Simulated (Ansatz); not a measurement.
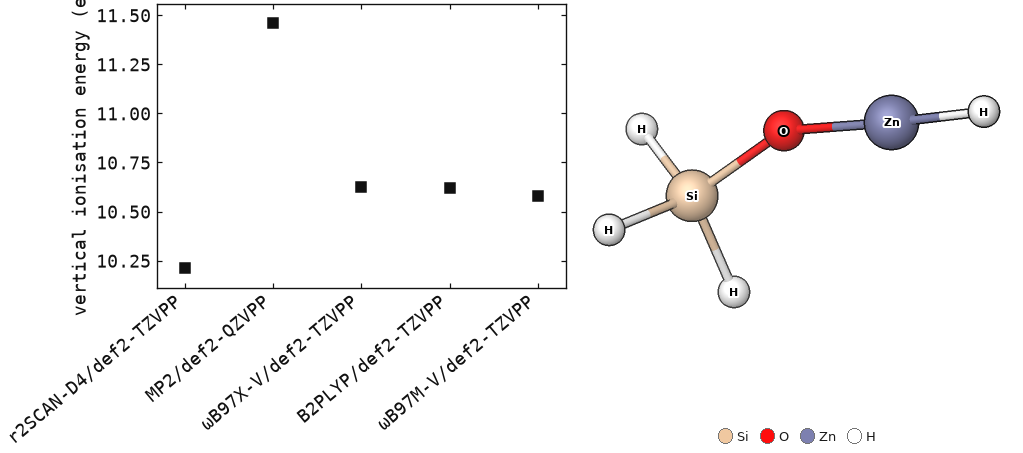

Vertical ionisation energy of ZnSiH₄O, SMILES [SiH3][O][ZnH], singlet, taken as the energy of the cation less that of the neutral at fixed geometry (unrestricted doublet cation, cores frozen in correlated methods, no spin-orbit coupling), the Ansatz code 0.2.0, at a PBE0-D4/def2-TZVP geometry (a minimum by its frequencies). Choice of cores on heavy atoms: Zn/Cu 3s3p.

Question: What range do the values span?

Answer: From 10.21 eV (r2SCAN-D4/def2-TZVPP) to 11.46 eV (MP2/def2-QZVPP).

Question: Give the values.

Answer:
| level | eV |
| --- | --- |
| r2SCAN-D4/def2-TZVPP | 10.21 |
| MP2/def2-QZVPP | 11.46 |
| ωB97X-V/def2-TZVPP | 10.62 |
| B2PLYP/def2-TZVPP | 10.62 |
| ωB97M-V/def2-TZVPP | 10.58 |

Caveats, for all or some of the runs: no scalar relativity up to krypton.
